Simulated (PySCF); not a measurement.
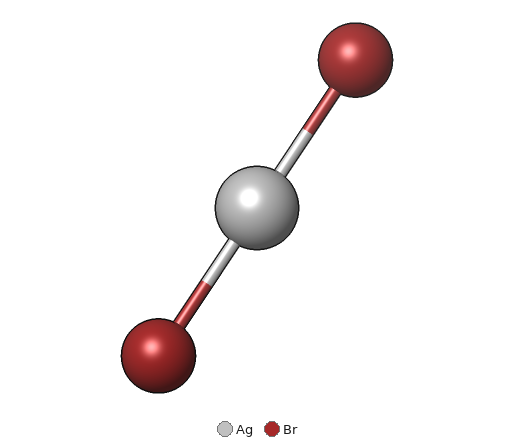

A metal compound. The species has charge −1 and is a spin singlet. The geometry was computed by an optimisation with B3LYP/def2-SVPD with core potentials.

Question. Describe the coordination sphere.

Answer. Ag binds 2 atoms: 2 Br at 2.52 Å. The arrangement is linear.

Question. Give the formal oxidation state and the d-electron count.

Answer. Ag(I), d¹⁰, counting the ligands as closed-shell ions or neutral donors.

The search tried a few shapes and spins; others may lie lower.
